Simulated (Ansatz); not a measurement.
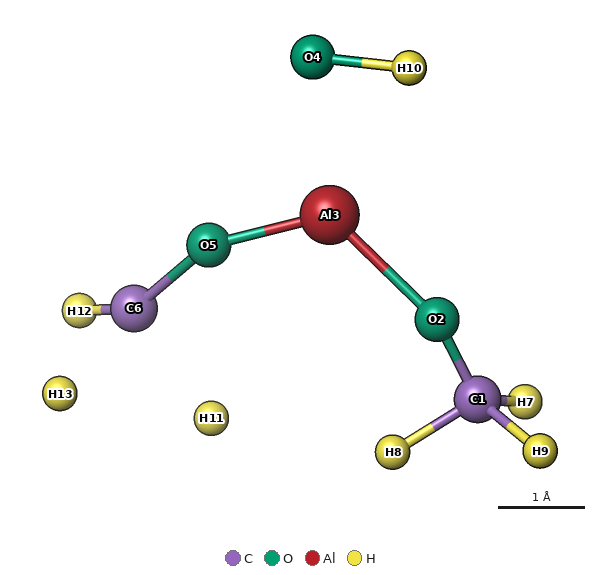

Figure 1. The structure (ball-and-stick view, seen at a tilt; atoms are numbered from 1 in the order of the input). Sticks mark near contacts. Bond lengths as drawn: Al–O 1.50 to 1.77 Å, C–H 0.84 to 1.25 Å, C–O 1.10 to 1.43 Å and H–O 1.18 Å.

# Single-point calculation, with input and output: C2H7AlO3

- system: C2H7AlO3
- method: RHF/def2-TZVPP (Ansatz 0.2.0)

Some settings of this run were made unusual or wrong on purpose. The geometry comes from this level: PBE0-D4/def2-TZVP. Figures and captions count atoms from 1; the log counts them from 0 in places.

**Input file**
```yaml
crystal:
  periodic: [false, false, false]
  atoms:
    - {symbol: C, position_ang: [0.409385, -1.049651, 1.809570]}
    - {symbol: O, position_ang: [0.797845, -0.234413, 1.177223]}
    - {symbol: Al, position_ang: [0.876598, 0.585581, -0.388865]}
    - {symbol: O, position_ang: [2.138016, 2.015972, -1.094297]}
    - {symbol: O, position_ang: [-0.333388, 0.773092, -1.255500]}
    - {symbol: C, position_ang: [-1.480816, 0.169266, -1.851650]}
    - {symbol: H, position_ang: [0.750684, -1.817528, 1.821040]}
    - {symbol: H, position_ang: [-0.715531, -0.755562, 1.602638]}
    - {symbol: H, position_ang: [0.451550, -0.905317, 3.046847]}
    - {symbol: H, position_ang: [2.797137, 1.767296, -0.142197]}
    - {symbol: H, position_ang: [-1.843110, -0.771467, -0.633180]}
    - {symbol: H, position_ang: [-1.930546, -0.180553, -2.639151]}
    - {symbol: H, position_ang: [-2.797954, 0.831202, -1.398113]}
basis:
  gaussian: {orbitals: def2-TZVPP, final_grid: {core_spheres: 20, valence_spheres: 16, degree: 47}, point_charges: [{charge: -1.00, position_ang: [5.536, 0.571, -0.293]}]}
hamiltonian: {xc: {name: HF}}
correlation: {active_space: {window: {electrons: 2, orbitals: 1}}}
output: {forces: true}
```

Launched with:
```bash
ansatz run in.yaml --threads 4 --pin off --events-out ev --progress --plain --max-ram 11315MiB
```

**Output**
```
Functional definition: HF
  name "HF"
  cite "Fock, Z. Phys. 61, 126 (1930) doi:10.1007/BF01340294"
  parent pbe
  exchange = exact_x
  correlation = 0
1774 factors; integrals over basis functions are off by at most 9.7e-4 eV
mean field evaluation 1: about -14851.6266 eV, gradient 6.3e1 eV
mean field evaluation 2: about -14851.9515 eV, gradient 6.3e1 eV
mean field evaluation 4: about -14859.3452 eV, gradient 6.4e0 eV
mean field evaluation 8: about -14859.4854 eV, gradient 7.1e-1 eV
mean field evaluation 16: about -14859.4876 eV, gradient 3.5e-6 eV
mean field -14859.48755718 eV, -546.0760956038 hartree, gradient 3.5e-6 eV, S^2 0.000000; 0 other end points of the search recorded, 0 dependent functions left out
reference -14859.48755718 eV, -546.0760956038 hartree; 28, 28 occupied and 267, 267 virtual orbitals, 1774 factors
state -14859.48755718 eV, -546.0760956038 hartree
the calculation of the forces begins
Total energy: -14859.48755718 eV, -546.0760956038 hartree
Atom 0 at     0.409385    -1.049651     1.809570 Å, force   -19.004172     2.099528    15.805106 eV/Å
Atom 1 at     0.797845    -0.234413     1.177223 Å, force    13.257970    19.952846   -17.385002 eV/Å
Atom 2 at     0.876598     0.585581    -0.388865 Å, force     8.859405     2.414415     4.560544 eV/Å
Atom 3 at     2.138016     2.015972    -1.094297 Å, force     0.464758    -5.211306     7.712486 eV/Å
Atom 4 at    -0.333388     0.773092    -1.255500 Å, force    -9.344549    -1.101554    -8.420820 eV/Å
Atom 5 at    -1.480816     0.169266    -1.851650 Å, force    -2.944603     2.097230    15.313148 eV/Å
Atom 6 at     0.750684    -1.817528     1.821040 Å, force     6.353882   -17.400478    -1.022064 eV/Å
Atom 7 at    -0.715531    -0.755562     1.602638 Å, force    -0.531946    -3.937035     1.887807 eV/Å
Atom 8 at     0.451550    -0.905317     3.046847 Å, force     0.078337     0.371117    -1.802613 eV/Å
Atom 9 at     2.797137     1.767296    -0.142197 Å, force    -2.367166     1.754371    -5.413075 eV/Å
Atom 10 at    -1.843110    -0.771467    -0.633180 Å, force     0.913585     1.889607    -4.413649 eV/Å
Atom 11 at    -1.930546    -0.180553    -2.639151 Å, force     0.176551    -1.791344    -5.451886 eV/Å
Atom 12 at    -2.797954     0.831202    -1.398113 Å, force     4.351752    -1.085634    -1.496284 eV/Å
Dipole moment:     0.337041    -0.546818    -0.185681 e Å
```

**Outcome**

```tsv
quantity	value
outcome	converged
total energy	−14859.4876 eV
SCF solution under orbital rotations	stable
largest force (length of the vector)	29.599 eV/Å
dipole moment	3.21 D
hardware	4 threads of Arm Neoverse V2, 23 GiB of memory available, shared host
wall time	8.5 s (CPU time 31 s)
peak memory	0.87 GiB
```

A setting was made wrong on purpose: the active space doesn't fit the electrons and spin. The run converged all the same; its numbers are those of the faulty input and shouldn't be used.
